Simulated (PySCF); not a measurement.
# One shape, several levels: C5H10 (3-methyl-1-butene)

Aim: a comparison of 3 runs (M06-L/def2-SVP, TPSS/def2-SVP, revPBE/def2-SVP) of C5H10 (3-methyl-1-butene). Input form: a Python script.

The results are computed with PySCF 2.14.0.

1 further run of the same task is left out (set aside as unsound or not needed).

## 1. Starting point

C5H10 has 15 atoms, charge 0, and is taken as a singlet. As SMILES, `C=CC(C)C`. The C3–C4 distance was set to 2.750 Å, away from the relaxed value. At this shape a bond of the SMILES string is far longer than usual.

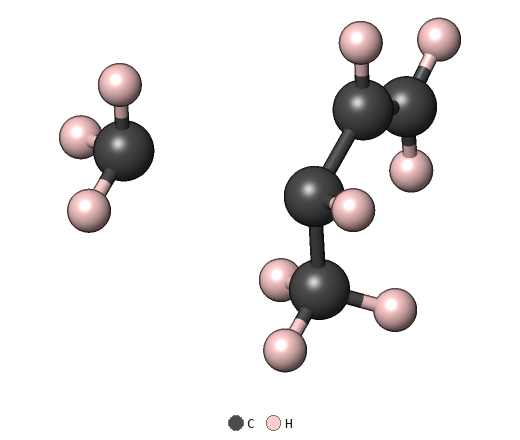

The structure, seen from a chosen angle (carbon dark grey, hydrogen pink).

## 2. A single-point energy at M06-L/def2-SVP (run 1)

File calc.py:

```python
from pyscf import gto, dft

molecule = gto.Mole()
molecule.atom = [
    ('C', (-1.824843, 1.697759, 1.664190)),
    ('C', (-0.724643, 0.958559, 1.635590)),
    ('C', (0.397557, 1.050559, 0.646490)),
    ('C', (0.789600, -1.393500, -0.552500)),
    ('C', (0.217157, 2.145859, -0.389310)),
    ('H', (-2.583543, 1.541959, 2.422190)),
    ('H', (-2.013043, 2.482959, 0.940390)),
    ('H', (-0.601143, 0.183759, 2.391390)),
    ('H', (1.305957, 1.275459, 1.224290)),
    ('H', (0.944200, -2.181400, 0.188800)),
    ('H', (1.663700, -1.370700, -1.208000)),
    ('H', (-0.080500, -1.667700, -1.155400)),
    ('H', (0.106157, 3.127659, 0.076290)),
    ('H', (-0.668443, 1.961459, -1.004310)),
    ('H', (1.081257, 2.185959, -1.056210)),
]
molecule.verbose = 4
molecule.basis = 'def2-svp'
molecule.max_memory = 1860
molecule.build()

mf = dft.RKS(molecule, xc='m06-l')
mf.conv_tol = 1e-10
mf.grids.level = 5
mf.kernel()
if not mf.converged:
    mf = mf.newton().run(mf.mo_coeff, mf.mo_occ)

etot = mf.e_tot
print('Final energy', etot)
```

Launch:

```console
$ OMP_NUM_THREADS=1 python calc.py
```

The program printed:

```text
PySCF version 2.14.0

[... 89 lines left out ...]
converged SCF energy = -196.213675134549
Final energy -196.2136751345488
```

Wall time 87 s (1 thread of Intel Xeon at 2.70GHz, shared host); peak memory 0.74 GiB.

## 3. A single-point energy at TPSS/def2-SVP (run 2)

File geometry.xyz:

```xyz
15
C5H10
C     -1.824843     1.697759     1.664190
C     -0.724643     0.958559     1.635590
C      0.397557     1.050559     0.646490
C      0.789600    -1.393500    -0.552500
C      0.217157     2.145859    -0.389310
H     -2.583543     1.541959     2.422190
H     -2.013043     2.482959     0.940390
H     -0.601143     0.183759     2.391390
H      1.305957     1.275459     1.224290
H      0.944200    -2.181400     0.188800
H      1.663700    -1.370700    -1.208000
H     -0.080500    -1.667700    -1.155400
H      0.106157     3.127659     0.076290
H     -0.668443     1.961459    -1.004310
H      1.081257     2.185959    -1.056210
```

File input.py:

```python
from pyscf import gto, dft

mol = gto.M(
    atom='geometry.xyz',
    max_memory=1860,
    basis='def2-svp',
    verbose=3,
    charge=0,
    spin=0,
)

mf = dft.RKS(mol)
mf.xc = 'tpss'
mf.grids.level = 5
mf.conv_tol = 1e-10
mf.kernel()
if not mf.converged:
    mf = mf.newton().run(mf.mo_coeff, mf.mo_occ)

e_tot = mf.e_tot
print(f'total energy: {e_tot:.8f} hartree')
```

Launch:

```console
$ OMP_NUM_THREADS=1 python input.py
```

The program printed:

```text
converged SCF energy = -196.293958647986
total energy: -196.29395865 hartree
```

It took 95 s on 1 thread of Intel Xeon at 2.70GHz, shared host; peak memory 0.74 GiB.

## 4. A single-point energy at revPBE/def2-SVP (run 3)

File input.py:

```python
from pyscf import gto, dft

system = gto.M(
    atom='''
C     -3.448453     3.208300     3.144863
C     -1.369377     1.811414     3.090817
C      0.751274     1.985269     1.221689
C      1.492128    -2.633333    -1.044074
C      0.410367     4.055086    -0.735689
H     -4.882189     2.913880     4.577276
H     -3.804100     4.692112     1.777080
H     -1.135996     0.347254     4.519072
H      2.467901     2.410268     2.313573
H      1.784279    -4.122249     0.356780
H      3.143937    -2.590248    -2.282789
H     -0.152123    -3.151496    -2.183390
H      0.200608     5.910419     0.144167
H     -1.263174     3.706620    -1.897871
H      2.043280     4.130864    -1.995948
''',
    verbose=3,
    charge=0,
    max_memory=1860,
    unit='bohr',
    basis='def2-svp',
)

mf = dft.RKS(system, xc='revpbe')
mf.conv_tol = 1e-10
mf.grids.level = 5
mf.kernel()
if not mf.converged:
    mf = mf.newton().run(mf.mo_coeff, mf.mo_occ)

e_final = mf.e_tot
print(f'total energy: {e_final:.8f} hartree')
```

Launch:

```console
$ OMP_NUM_THREADS=1 python input.py
```

The program printed:

```text
converged SCF energy = -196.194139896938
total energy: -196.19413990 hartree
```

Run time: 48 s. Hardware: 1 thread of Intel Xeon at 2.70GHz, shared host; peak memory 0.67 GiB.

## 5. Overview of the runs

| run | level | energy (Eh) | dipole moment (D) | HOMO energy (eV) | LUMO energy (eV) | wall time |
| --- | --- | --- | --- | --- | --- | --- |
| 1 | M06-L/def2-SVP | -196.213675 | 0.61 | -5.43 | -3.02 | 87 s |
| 2 | TPSS/def2-SVP | -196.293959 | 0.55 | -5.31 | -2.96 | 95 s |
| 3 | revPBE/def2-SVP | -196.194140 | 0.55 | -5.25 | -3.02 | 48 s |

## 6. Summary of results

| quantity | value |
| --- | --- |
| run 3: total energy | -196.19414 Eh |
| run 3: dipole moment | 0.55 D |
| run 3: HOMO energy | -5.25 eV |
| run 3: LUMO energy | -3.02 eV |
| run 3: HOMO–LUMO gap | 2.23 eV |

The dipole moment (its size) runs from 0.55 D (TPSS/def2-SVP) to 0.61 D (M06-L/def2-SVP). The HOMO–LUMO gap runs from 2.23 eV (revPBE/def2-SVP) to 2.41 eV (M06-L/def2-SVP). Totals of different functionals can't be ranked against each other. In runs 1, 2, 3 a closed-shell determinant meets a far-stretched bond, which it describes badly. All runs together took 3.8 min, the longest 95 s.
